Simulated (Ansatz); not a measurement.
# Work function of Sr(111): what the settings cost and change, part 2 of 2

How thick a slab and how much vacuum does the work function of Sr(111) need?

Ansatz 0.2.0; plane-wave DFT, PBE, Ansatz PAW.

So far, work function, upper face (eV): step 2 (run, setting 1 layer) 2.60; step 4 (slab, 3 atoms) 2.70; step 5 (slab, 4 atoms) 2.71; step 6 (slab, 5 atoms) 2.71; step 7 (run, 6 atoms) 2.71.

### Step 8. Slab, 8 atoms

System of this step: Sr(111). The cell holds 8 atoms: 8 Sr. Its edges and angles: a = 4.299 Å, b = 4.299 Å, c = 42.572 Å, α = 90.0°, β = 90.0°, γ = 60.0°. Vacuum lies along c.

input.yaml reads:

```yaml
crystal:
  lattice:
    - [4.2992092296, 0.0, 0.0]
    - [2.1496046148, 3.723224409, 0.0]
    - [0.0, 0.0, 42.5720274567]
  atoms:
    - { symbol: Sr, position: [0.6666666667, 0.6666666667, 0.211406422] }
    - { symbol: Sr, position: [0.0, 0.0, 0.29386173] }
    - { symbol: Sr, position: [0.3333333333, 0.3333333333, 0.376317038] }
    - { symbol: Sr, position: [0.6666666667, 0.6666666667, 0.458772346] }
    - { symbol: Sr, position: [0.0, 0.0, 0.541227654] }
    - { symbol: Sr, position: [0.3333333333, 0.3333333333, 0.623682962] }
    - { symbol: Sr, position: [0.6666666667, 0.6666666667, 0.70613827] }
    - { symbol: Sr, position: [0.0, 0.0, 0.788593578] }
kpoints:
  mp_grid: { grid: [11, 11, 1] }
hamiltonian:
  xc: pbe
scf:
  occupations: { method: fermi_dirac, width: 0.1 }
  convergence: { dr2_threshold: 1.0e-09 }
efield:
  axis: 3
  dipole_correction: true
  ramp_position: 0.97
  ramp_width: 0.06
output:
  write_potential: true
  write_density: true
  volumetric_format: npy
```

Started as:

```bash
$ ansatz run input.yaml --threads 2 --pin off --max-ram 3072MiB --backend cpu --events-out ev --progress --plain --runs-dir out
```

Numbers of over 12 decimals in the logs are rounded to 6 here.

Output:

```text
[...]
Crystal: 8 atoms, lattice volume = 681.447 Å³
Basis set: ecut = 420 eV, 13253 PW (Γ)
Bands: 48, of which v1, the nominal top of the filled ones, is band 40 counted from 1 (39 counted from 0)
Symmetry: 6 space group operations
k-points: 16 of 121 (time reversal used)
[...]
k-point 0: bands = [... 36 lower, -0.1061, 0.3241, 0.7577, 1.1274, 2.4426, 2.5735, 2.8196, 3.0918, ... 12 higher]
  k-point 1: bands = [... 36 lower, 0.0022, 0.4317, 0.8671, 1.2434, 2.4441, 2.5946, 2.8466, 3.1138, ... 12 higher]
  k-point 2: bands = [... 36 lower, 0.3114, 0.7356, 1.1726, 1.5659, 2.4511, 2.6553, 2.9213, 3.1645, ... 12 higher]
  k-point 15: bands = [... 36 lower, 2.2155, 2.2882, 2.3394, 2.3731, 2.4760, 2.5687, 2.5827, 2.6894, ... 12 higher]
[key lines of the parts left out:]
SCF converged after 9 iterations
Free energy (F): -28353.253184 eV
Fermi energy:    2.380654 eV
Dipole field:    D = 0.000000 V/Å  (p = 0.000000 e·Å, saw-weighted, corrected)
Work function:   Φ+ = 2.7076 eV   Φ− = 2.7077 eV
```

Run time: 48 s. Hardware: 2 threads of Arm Neoverse V2, shared host; peak memory 1.1 GiB.

The work function is 2.708 eV, -0.000 eV from the run “6 layers”, at 1.8 times its CPU time.

### Step 9. Run, 10 atoms

System of this step: Sr(111). The cell holds 10 atoms: 10 Sr. Its edges and angles: a = 4.299 Å, b = 4.299 Å, c = 49.593 Å, α = 90.0°, β = 90.0°, γ = 60.0°. Vacuum lies along c.

input.yaml, the sections that differ from step 8:

```yaml
crystal:
  lattice:
    - [4.2992092296, 0.0, 0.0]
    - [2.1496046148, 3.723224409, 0.0]
    - [0.0, 0.0, 49.5926067301]
  atoms:
    - { symbol: Sr, position: [0.0, 0.0, 0.1814786637] }
    - { symbol: Sr, position: [0.3333333333, 0.3333333333, 0.2522611829] }
    - { symbol: Sr, position: [0.6666666667, 0.6666666667, 0.3230437021] }
    - { symbol: Sr, position: [0.0, 0.0, 0.3938262212] }
    - { symbol: Sr, position: [0.3333333333, 0.3333333333, 0.4646087404] }
    - { symbol: Sr, position: [0.6666666667, 0.6666666667, 0.5353912596] }
    - { symbol: Sr, position: [0.0, 0.0, 0.6061737788] }
    - { symbol: Sr, position: [0.3333333333, 0.3333333333, 0.6769562979] }
    - { symbol: Sr, position: [0.6666666667, 0.6666666667, 0.7477388171] }
    - { symbol: Sr, position: [0.0, 0.0, 0.8185213363] }
# kpoints, hamiltonian, scf, efield, output: as in step 8
```

Output:

```text
[...]
Crystal: 10 atoms, lattice volume = 793.825 Å³
Basis set: ecut = 420 eV, 15447 PW (Γ)
Bands: 60, of which v1, the nominal top of the filled ones, is band 50 counted from 1 (49 counted from 0)
Symmetry: 6 space group operations
k-points: 16 of 121 (time reversal used)
[...]
k-point 0: bands = [... 46 lower, 0.5629, 0.9209, 1.2609, 1.5361, 2.7985, 2.8921, 3.0851, 3.3064, ... 16 higher]
  k-point 1: bands = [... 46 lower, 0.6697, 1.0282, 1.3713, 1.6535, 2.7978, 2.9074, 3.1079, 3.3289, ... 16 higher]
  k-point 2: bands = [... 46 lower, 0.9722, 1.3290, 1.6779, 1.9798, 2.7994, 2.9535, 3.1746, 3.3891, ... 16 higher]
  k-point 15: bands = [... 46 lower, 2.6219, 2.6695, 2.7080, 2.7379, 2.8149, 2.8932, 2.9303, 2.9803, ... 16 higher]
[key lines of the parts left out:]
SCF converged after 9 iterations
Free energy (F): -35441.737323 eV
Fermi energy:    2.737639 eV
Dipole field:    D = 0.000000 V/Å  (p = 0.000000 e·Å, saw-weighted, corrected)
Work function:   Φ+ = 2.7071 eV   Φ− = 2.7071 eV
```

It took 80 s on 2 threads; peak memory 1.5 GiB.

The work function is 2.707 eV, -0.001 eV from the run “8 layers”, at 1.7 times its CPU time.

### Step 10. Run, 13 atoms

System of this step: Sr(111). The cell holds 13 atoms: 13 Sr. Cell: a = 4.299 Å, b = 4.299 Å, c = 60.123 Å, α = 90.0°, β = 90.0°, γ = 60.0°. Vacuum lies along c.

input.yaml, the sections that differ from step 9:

```yaml
crystal:
  lattice:
    - [4.2992092296, 0.0, 0.0]
    - [2.1496046148, 3.723224409, 0.0]
    - [0.0, 0.0, 60.1234756401]
  atoms:
    - { symbol: Sr, position: [0.0, 0.0, 0.1496919449] }
    - { symbol: Sr, position: [0.3333333333, 0.3333333333, 0.2080766207] }
    - { symbol: Sr, position: [0.6666666667, 0.6666666667, 0.2664612966] }
    - { symbol: Sr, position: [0.0, 0.0, 0.3248459724] }
    - { symbol: Sr, position: [0.3333333333, 0.3333333333, 0.3832306483] }
    - { symbol: Sr, position: [0.6666666667, 0.6666666667, 0.4416153241] }
    - { symbol: Sr, position: [0.0, 0.0, 0.5] }
    - { symbol: Sr, position: [0.3333333333, 0.3333333333, 0.5583846759] }
    - { symbol: Sr, position: [0.6666666667, 0.6666666667, 0.6167693517] }
    - { symbol: Sr, position: [0.0, 0.0, 0.6751540276] }
    - { symbol: Sr, position: [0.3333333333, 0.3333333333, 0.7335387034] }
    - { symbol: Sr, position: [0.6666666667, 0.6666666667, 0.7919233793] }
    - { symbol: Sr, position: [0.0, 0.0, 0.8503080551] }
# kpoints, hamiltonian, scf, efield, output: as in step 9
```

Output:

```text
[...]
Crystal: 13 atoms, lattice volume = 962.392 Å³
Basis set: ecut = 420 eV, 18687 PW (Γ)
Bands: 78, of which v1, the nominal top of the filled ones, is band 65 counted from 1 (64 counted from 0)
Symmetry: 6 space group operations
k-points: 16 of 121 (time reversal used)
[...]
k-point 0: bands = [... 61 lower, 1.2494, 1.5228, 1.7695, 1.9578, 3.1766, 3.2377, 3.3766, 3.5462, ... 22 higher]
  k-point 1: bands = [... 61 lower, 1.3557, 1.6309, 1.8819, 2.0769, 3.1738, 3.2470, 3.3935, 3.5662, ... 22 higher]
  k-point 2: bands = [... 61 lower, 1.6539, 1.9315, 2.1924, 2.4082, 3.1702, 3.2778, 3.4475, 3.6258, ... 22 higher]
  k-point 15: bands = [... 61 lower, 3.0392, 3.0724, 3.1013, 3.1223, 3.1766, 3.2390, 3.2924, 3.3177, ... 22 higher]
[key lines of the parts left out:]
SCF converged after 9 iterations
Free energy (F): -46074.463664 eV
Fermi energy:    3.116531 eV
Dipole field:    D = 0.000000 V/Å  (p = 0.000001 e·Å, saw-weighted, corrected)
Work function:   Φ+ = 2.7067 eV   Φ− = 2.7068 eV
```

Wall time 2.4 min (2 threads); peak memory 2.1 GiB; 4.7 min of CPU time.

The work function is 2.707 eV, -0.000 eV from the run “10 layers”, at 1.8 times its CPU time.

### Step 11. Slab, 7 atoms

System of this step: Sr(111). The cell holds 7 atoms: 7 Sr. Cell: a = 4.299 Å, b = 4.299 Å, c = 31.062 Å, α = 90.0°, β = 90.0°, γ = 60.0°. Vacuum lies along c.

input.yaml, the sections that differ from step 10:

```yaml
crystal:
  lattice:
    - [4.2992092296, 0.0, 0.0]
    - [2.1496046148, 3.723224409, 0.0]
    - [0.0, 0.0, 31.06173782]
  atoms:
    - { symbol: Sr, position: [0.0, 0.0, 0.1609697445] }
    - { symbol: Sr, position: [0.3333333333, 0.3333333333, 0.2739798297] }
    - { symbol: Sr, position: [0.6666666667, 0.6666666667, 0.3869899148] }
    - { symbol: Sr, position: [0.0, 0.0, 0.5] }
    - { symbol: Sr, position: [0.3333333333, 0.3333333333, 0.6130100852] }
    - { symbol: Sr, position: [0.6666666667, 0.6666666667, 0.7260201703] }
    - { symbol: Sr, position: [0.0, 0.0, 0.8390302555] }
# kpoints, hamiltonian, scf, efield, output: as in step 10
```

Output:

```text
[...]
Crystal: 7 atoms, lattice volume = 497.203 Å³
Basis set: ecut = 420 eV, 9685 PW (Γ)
Bands: 42, of which v1, the nominal top of the filled ones, is band 35 counted from 1 (34 counted from 0)
Symmetry: 6 space group operations
k-points: 16 of 121 (time reversal used)
[...]
k-point 0: bands = [... 31 lower, 0.7179, 1.1816, 1.6789, 2.1112, 3.4897, 3.5738, 3.9592, 4.1754, ... 10 higher]
  k-point 1: bands = [... 31 lower, 0.8274, 1.2896, 1.7881, 2.2263, 3.4891, 3.6057, 3.9832, 4.1967, ... 10 higher]
  k-point 2: bands = [... 31 lower, 1.1414, 1.5966, 2.0945, 2.5463, 3.4932, 3.6924, 4.0421, 4.2487, ... 10 higher]
  k-point 15: bands = [... 31 lower, 3.2010, 3.3018, 3.3458, 3.3965, 3.5210, 3.5789, 3.6712, 3.7160, ... 10 higher]
[key lines of the parts left out:]
SCF converged after 9 iterations
Free energy (F): -24809.011813 eV
Fermi energy:    3.405976 eV
Dipole field:    D = -0.000000 V/Å  (p = -0.000000 e·Å, saw-weighted, corrected)
Work function:   Φ+ = 2.6400 eV (in doubt: plateau slope 2.6e-1 eV/Å)   Φ− = 2.6572 eV (in doubt: plateau slope 2.0e-1 eV/Å)
```

Run time: 25 s. Hardware: 2 threads; peak memory 0.71 GiB.

The work function is 2.640 eV. The program marks this work function as in doubt.

### Step 12. Run, 7 atoms

The cell differs from the one that the last finished run ended in (c 31.062 → 35.062 Å).

input.yaml, the sections that differ from step 11:

```yaml
crystal:
  lattice:
    - [4.2992092296, 0.0, 0.0]
    - [2.1496046148, 3.723224409, 0.0]
    - [0.0, 0.0, 35.06173782]
  atoms:
    - { symbol: Sr, position: [0.0, 0.0, 0.1996478337] }
    - { symbol: Sr, position: [0.3333333333, 0.3333333333, 0.2997652224] }
    - { symbol: Sr, position: [0.6666666667, 0.6666666667, 0.3998826112] }
    - { symbol: Sr, position: [0.0, 0.0, 0.5] }
    - { symbol: Sr, position: [0.3333333333, 0.3333333333, 0.6001173888] }
    - { symbol: Sr, position: [0.6666666667, 0.6666666667, 0.7002347776] }
    - { symbol: Sr, position: [0.0, 0.0, 0.8003521663] }
# kpoints, hamiltonian, scf, efield, output: as in step 11
```

Output:

```text
[...]
Crystal: 7 atoms, lattice volume = 561.230 Å³
Basis set: ecut = 420 eV, 10911 PW (Γ)
Bands: 42, of which v1, the nominal top of the filled ones, is band 35 counted from 1 (34 counted from 0)
Symmetry: 6 space group operations
k-points: 16 of 121 (time reversal used)
[...]
k-point 0: bands = [... 31 lower, 0.0205, 0.4864, 0.9803, 1.4163, 2.7726, 2.9260, 3.2132, 3.5128, ... 10 higher]
  k-point 1: bands = [... 31 lower, 0.1300, 0.5945, 1.0894, 1.5315, 2.7754, 2.9514, 3.2418, 3.5336, ... 10 higher]
  k-point 2: bands = [... 31 lower, 0.4439, 0.9016, 1.3955, 1.8522, 2.7857, 3.0224, 3.3175, 3.5748, ... 10 higher]
  k-point 15: bands = [... 31 lower, 2.5044, 2.6054, 2.6491, 2.7000, 2.8244, 2.8824, 2.9746, 3.0196, ... 10 higher]
[key lines of the parts left out:]
SCF converged after 9 iterations
Free energy (F): -24809.011323 eV
Fermi energy:    2.708826 eV
Dipole field:    D = 0.000000 V/Å  (p = 0.000001 e·Å, saw-weighted, corrected)
Work function:   Φ+ = 2.7054 eV   Φ− = 2.7059 eV
```

Elapsed: 33 s, on 2 threads; peak memory 0.88 GiB.

The work function is 2.705 eV, +0.065 eV from the run “7 layers, 10 Å of vacuum”, at 1.3 times its CPU time.

### Step 13. Run, 7 atoms (run 2)

The cell differs from the one that the last finished run ended in (c 35.062 → 47.062 Å).

input.yaml, the sections that differ from step 12:

```yaml
crystal:
  lattice:
    - [4.2992092296, 0.0, 0.0]
    - [2.1496046148, 3.723224409, 0.0]
    - [0.0, 0.0, 47.06173782]
  atoms:
    - { symbol: Sr, position: [0.0, 0.0, 0.2762328933] }
    - { symbol: Sr, position: [0.3333333333, 0.3333333333, 0.3508219288] }
    - { symbol: Sr, position: [0.6666666667, 0.6666666667, 0.4254109644] }
    - { symbol: Sr, position: [0.0, 0.0, 0.5] }
    - { symbol: Sr, position: [0.3333333333, 0.3333333333, 0.5745890356] }
    - { symbol: Sr, position: [0.6666666667, 0.6666666667, 0.6491780712] }
    - { symbol: Sr, position: [0.0, 0.0, 0.7237671067] }
# kpoints, hamiltonian, scf, efield, output: as in step 12
```

Output:

```text
[...]
Crystal: 7 atoms, lattice volume = 753.314 Å³
Basis set: ecut = 420 eV, 14695 PW (Γ)
Bands: 42, of which v1, the nominal top of the filled ones, is band 35 counted from 1 (34 counted from 0)
Symmetry: 6 space group operations
k-points: 16 of 121 (time reversal used)
[...]
k-point 1: bands = [... 31 lower, -1.2512, -0.7866, -0.2918, 0.1504, 1.3933, 1.5729, 1.8576, 2.1565, ... 10 higher]
  k-point 2: bands = [... 31 lower, -0.9373, -0.4796, 0.0143, 0.4711, 1.4041, 1.6426, 1.9347, 2.1957, ... 10 higher]
  k-point 15: bands = [... 31 lower, 1.1232, 1.2242, 1.2679, 1.3188, 1.4432, 1.5012, 1.5934, 1.6384, ... 10 higher]
[key lines of the parts left out:]
SCF converged after 10 iterations
Free energy (F): -24809.011319 eV
Fermi energy:    1.327603 eV
Dipole field:    D = 0.000001 V/Å  (p = 0.000002 e·Å, saw-weighted, corrected)
Work function:   Φ+ = 2.7079 eV   Φ− = 2.7079 eV
```

Wall time 48 s (2 threads); peak memory 1.1 GiB; 94 s of CPU time.

The work function is 2.708 eV, +0.002 eV from the run “7 layers, 14 Å of vacuum”, at 1.4 times its CPU time.

### Step 14. Comparing the runs

Times are for 2 threads of Arm Neoverse V2, shared host. The series side by side:

```csv
no.,setting,"work function, upper face (eV)",time,memory (GiB)
1,1 layer,2.600,3.4 s,0.42
2,2 layers,2.668,5 s,0.44
3,3 layers,2.702,10 s,0.53
4,4 layers,2.707,14 s,0.6
5,5 layers,2.708,20 s,0.72
6,6 layers,2.708,27 s,0.83
7,8 layers,2.708,48 s,1.1
8,10 layers,2.707,80 s,1.5
9,13 layers,2.707,2.4 min,2.1
10,"7 layers, 10 Å of vacuum",2.640,25 s,0.71
11,"7 layers, 14 Å of vacuum",2.705,33 s,0.88
12,"7 layers, 26 Å of vacuum",2.708,48 s,1.1
```

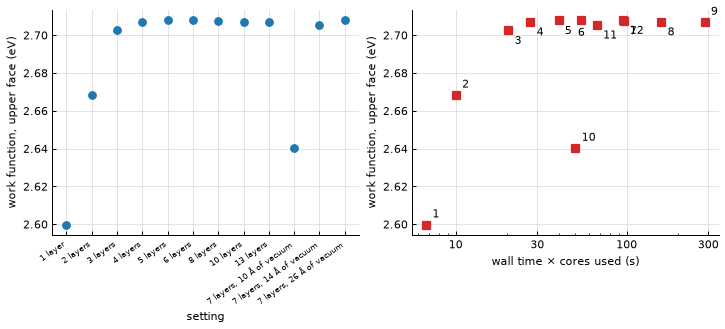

The series as plots; the last panel sets the first result against cost, with the runs numbered as in the table.

### Step 15. The same run with other settings

System of this step: Sr(111) monolayer. The cell holds 1 atom: 1 Sr. Its edges and angles: a = 4.299 Å, b = 4.299 Å, c = 18.000 Å, α = 90.0°, β = 90.0°, γ = 60.0°. Vacuum lies along c.

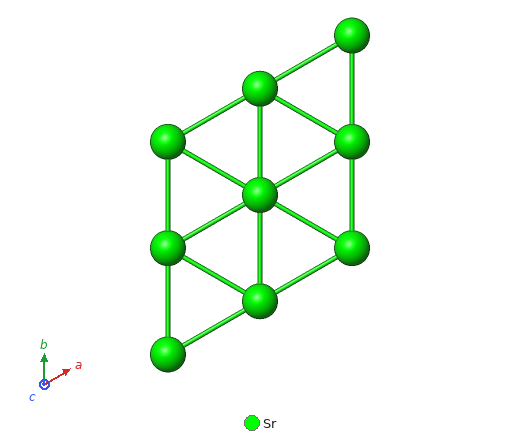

The cell of this step (strontium green). 3×3×1 cells are drawn.

An input spoilt on purpose, to show how the run answers: it repeats the earlier run “1 layer” with scf.max_iter to 3; its output block differs too.

input.yaml, the sections that differ from step 13:

```yaml
crystal:
  lattice:
    - [4.2992092296, 0.0, 0.0]
    - [2.1496046148, 3.723224409, 0.0]
    - [0.0, 0.0, 18.0]
  atoms:
    - { symbol: Sr, position: [0.6666666667, 0.6666666667, 0.5] }
scf:
  occupations: { method: fermi_dirac, width: 0.1 }
  convergence: { dr2_threshold: 1.0e-09 }
  max_iter: 3
# kpoints, hamiltonian, efield, output: as in step 13
```

Output:

```text
Engine: ansatz 0.2.0, aarch64-unknown-linux-gnu
Pseudopotentials: kind: paw
Pseudopotential: Sr, paw, valence charge 10, recommended cutoff 420 eV (normal), Sr.paw.azcp
Functional definition: PBE
  parameter kappa = 0.804
  parameter beta = 0.066725
  exchange = pbe_x(kappa = kappa, mu = beta*pi^2/3)
  correlation = pbe_c(beta = beta)
Crystal: 1 atoms, lattice volume = 288.125 Å³
Basis set: ecut = 420 eV, 5599 PW (Γ)
Bands: 9, of which v1, the nominal top of the filled ones, is band 5 counted from 1 (4 counted from 0)
Symmetry: 12 space group operations
k-points: 16 of 121
Non-local potential: Sr, projectors of the file, l = 0: 3, l = 1: 2, l = 2: 2
PAW form: soft (Blöchl's): semilocal exchange-correlation on the pseudo side does not see the compensation charge
PAW one-centre angular grid: Sr, 110 points (default); XC on 64 Gauss nodes
Initial density: superposition of atomic densities (neutral atoms: chi_scale 0, normalization atom), corrected by the library's trained network
Initial wavefunctions: pseudopotential atomic-orbital guess
Functional: x = pbe(κ = 0.804, μ = 0.219515), c = pbe(β = 0.066725)
SCF iter   1: F=—  HF=-3543.547206 eV  |F-HF|=—  |Δ(HF+E_count)|=         —  Δρ=1.04e-3  dr2=1.16e-2  ethr=1.77e-3  p=-0.000 e·Å  D=-2.54e-17 V/Å  ΔV_dip=0.00 eV  dr2_dipole=2.90e-17  V_vac-E_F(+/−)=2.74/2.74 eV  ⟨swp⟩=6.4  Hψ=2731  notcnv=0
efield: sawtooth ramp at fractional position 0.9700 (set: `efield.ramp_position`, or a place that a band, a saddle search or an elastic batch's reference lends), width 0.0600; the density the first Hamiltonian is built on has a dipole p = -0.000 e·Å; the dipole correction subtracts the counter field D = -2.54e-17 V/Å, which shifts the + side's vacuum level by +0.00 eV against the − side's; the planar-averaged density in the ramp window peaks in size at 9.2e-6 e/Å³
preconditioner: auto → LDOS  [insulator: Δε(μ)=0.271 eV  Ē_g=2.553 eV  σ=0.100 eV  W_gap=0.52  n_scr=8 (ndim 8)  ℏωp=3.1 eV  f_vac=0.642  D(μ)=1.20/eV (n_scr^D=4)  ε∞_Penn≈2.5  β→1.0]
SCF iter   2: F=—  HF=-3543.546452 eV  |F-HF|=—  |Δ(HF+E_count)|=   7.54e-4  Δρ=3.20e-4  dr2=4.19e-4  ethr=1.16e-4  p=-0.000 e·Å  D=-2.72e-7 V/Å  ΔV_dip=0.00 eV  dr2_dipole=2.67e-12  V_vac-E_F(+/−)=2.65/2.65 eV  ⟨swp⟩=6.6  Hψ=1166  notcnv=0
SCF iter   3: F=—  HF=-3543.546708 eV  |F-HF|=—  |Δ(HF+E_count)|=   2.56e-4  Δρ=1.12e-4  dr2=1.15e-4  ethr=4.19e-6  p=-0.000 e·Å  D=-1.20e-7 V/Å  ΔV_dip=0.00 eV  dr2_dipole=8.08e-16  V_vac-E_F(+/−)=2.63/2.63 eV  ⟨swp⟩=4.4  Hψ=975  notcnv=0
Error: did not converge after 3 iterations: dr2 = 1.15e-4 (threshold 1.00e-9), under the density mixer `msr1`, which `scf.mixing.algorithm: auto` chose by the deck's other keys (type `scf.mixing.algorithm: msr1` to keep it); raise `scf.max_iter`, which need not help a stalled SCF, or adjust the mixing (`scf.mixing`) or, under a smearing, its width (`scf.occupations.width`, in either direction: another width is another result); this SCF holds its density and magnetisation to the symmetry operations that it keeps, and cannot end on a state that breaks one of them: if the state sought breaks one, re-run with `crystal.symmetry.detect: [rest of the remark cut]
```

Elapsed: 2.1 s, on 2 threads; peak memory 0.36 GiB.

The run stopped without converging, so none of its numbers is a property of the system.

The program's message: “Error: did not converge after 3 iterations: dr2 = 1.15e-4 (threshold 1.00e-9), under the density mixer `msr1`, which `scf.mixing.algorithm: auto` chose by the deck's other keys (type `scf.mixing.algor …”

The fault put into the input: too few SCF iterations.

### Step 16. Summary of results

```yaml
work_function_1_layer: 2.600 eV
work_function_6_layers: 2.708 eV
work_function_13_layers: 2.707 eV
```

In words: The thickest slab gives 2.71 eV, and the settings tried spread the value from 2.60 to 2.71 eV. At 18 Å of vacuum, the slabs from 2 layers on stay within 0.04 eV of the thickest. Going from 10 to 26 Å of vacuum moves it by 0.068 eV. The program marks the value as in doubt in “7 layers, 10 Å of vacuum”. The ladder's slabs use the tabulated experimental lattice constant (two decimals; a low-temperature value for the alkali metals). In 2 runs of the series (7 layers, 10 Å of vacuum and 7 layers, 14 Å of vacuum) the program warns that electrons reach the sawtooth's ramp, which makes dipole and work function less sure.

[Logs are printed without paths, hosts, clocks, repeated set-up lines and the standing remarks that a program may print on its own settings, such as how far it seeks lower states.]

[Hosts, paths, dates, database ids (printed as entryN), source tags and the programs' standing remarks are cut or masked in the printed files.]

[Maps of the electrostatic potential energy from Ansatz leave out the sawtooth potential of an applied field or a dipole correction, so their vacuum need not be flat; planar profiles and work functions include it.]
